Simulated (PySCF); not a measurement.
## Atomic calculation, with input and output: Co⁻

- system: Co⁻, configuration 1s2 2s2 2p6 3s2 3p6 3d8 4s2, multiplicity 3.
- method: unrestricted r2SCANh, x2c-TZVPPall plus 1 even-tempered diffuse shell per l, spin-free X2C-1e, Gaussian nucleus (PySCF)

The input:
```python
from pyscf import gto, scf, dft, mp, cc
import basis_set_exchange as bse
mol = gto.M(atom="Co 0 0 0", charge=-1, spin=2, symmetry="D2h",
            basis=gto.basis.parse(bse.get_basis("x2c-TZVPPall", elements=["Co"], fmt="nwchem", augment_diffuse=1)),
            nucmod="G")
mf = dft.UKS(mol, xc="HYB_MGGA_XC_R2SCANH").sfx2c1e()
mf.irrep_nelec = {'Ag': (6, 4), 'B1g': (1, 1), 'B2g': (1, 1), 'B3g': (1, 1), 'B1u': (2, 2), 'B2u': (2, 2), 'B3u': (2, 2)}
mf.kernel()
```

The script is an equivalent of what the driver set up; the driver started from orbitals of its own, so the log can be shorter than this script's would be, and it computed the properties (radii, ⟨L²⟩, response) afterwards. It held the occupations shell by shell, which the script's counts by irreducible representation don't always enforce.

The program's output (extracts):
```
damping factor = 0
level_shift factor = 0
DIIS = <class 'pyscf.scf.diis.CDIIS'>
diis_start_cycle = 1
diis_space = 10
diis_damp = 0
SCF conv_tol = 1e-09
SCF conv_tol_grad = None
number electrons alpha = 15  beta = 13
XC functionals = HYB_MGGA_XC_R2SCANH
    M. Bursch, H. Neugebauer, S. Ehlert, and S. Grimme.,  J. Chem. Phys. 156, 134105 (2022)
cycle= 1 E= -1393.19602252395  delta_E= -0.00523  |g|= 0.326  |ddm|= 0.455
cycle= 2 E= -1393.05677893246  delta_E= 0.139  |g|= 0.885  |ddm|= 0.479
cycle= 3 E= -1393.2183890573  delta_E= -0.162  |g|= 0.0298  |ddm|= 0.316
cycle= 4 E= -1393.21863919978  delta_E= -0.00025  |g|= 0.0195  |ddm|= 0.042
cycle= 5 E= -1393.21875508716  delta_E= -0.000116  |g|= 0.00128  |ddm|= 0.0175
cycle= 6 E= -1393.2187577808  delta_E= -2.69e-06  |g|= 0.00039  |ddm|= 0.0103
cycle= 7 E= -1393.21875847941  delta_E= -6.99e-07  |g|= 0.000192  |ddm|= 0.00771
cycle= 8 E= -1393.21875852554  delta_E= -4.61e-08  |g|= 3.06e-05  |ddm|= 0.00223
cycle= 9 E= -1393.21875852601  delta_E= -4.75e-10  |g|= 1.05e-06  |ddm|= 4.37e-05
converged SCF energy = -1393.21875852601  <S^2> = 2.0265243  2S+1 = 3.0176311
```

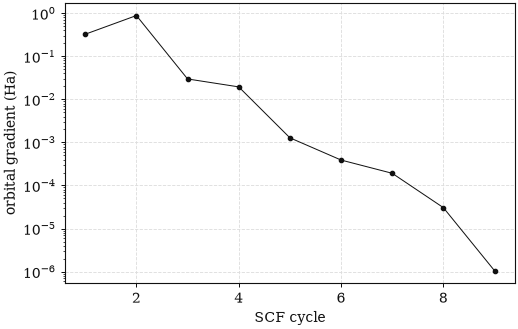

Fig. 1: Convergence: orbital gradient against the SCF cycle. The residual comes down, with one marked jump up, by a factor of about 3, at step 2. It goes from 0.33 to 1.1×10⁻⁶ in 9 steps.

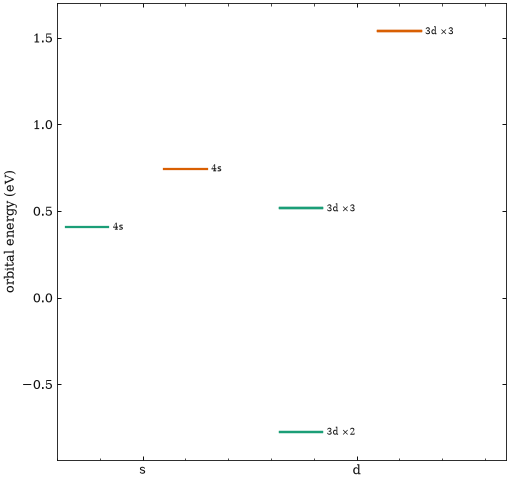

Fig. 2: Orbital energies of the mean field, from the top down to −0.775 eV, by angular momentum, α spin at the left of each column and β at the right; ×n counts the orbitals under one label. The highest filled orbital is 3d β at 1.54 eV, the lowest empty one p β at 3.63 eV. A filled level above zero isn't a property of the atom (see the remarks).

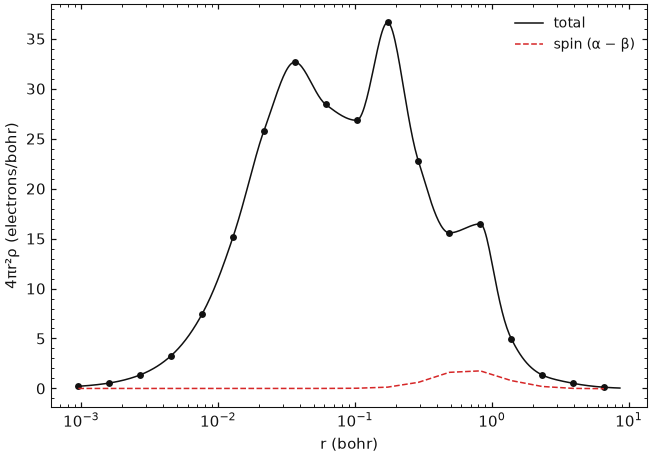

Fig. 3: Spherically averaged radial density 4πr²ρ of the mean field and its spin part; markers are the stored points, which are sparse, and the line is a monotone interpolation between them. The largest stored value is 36.6 electrons/bohr at r = 0.17 bohr. Root-mean-square radii of the shells: 2p 0.249, 2s 0.277, 3s 0.835, 3p 0.895, 3d 1.49, 4s 4.39 bohr. That of 3d and 4s is set by the basis, since the level lies above zero.

Results in brief:

| quantity | value |
| --- | --- |
| outcome | converged; a filled orbital lies above zero |
| total energy | −1393.2188 hartree |
| ⟨S²⟩ | 2.027 |
| ⟨L²⟩ | 12.05 |
| SCF iterations | 9 |
| hardware | 1 CPU thread, shared host |
| CPU time | 7.8 s (integrals apart) |

Remarks:

The highest filled orbital (3d, 1.54 eV) lies above zero. That is common for anions, where the functional's self-interaction leaves the outer electrons unbound; only the finite basis holds them, so such levels depend on it.
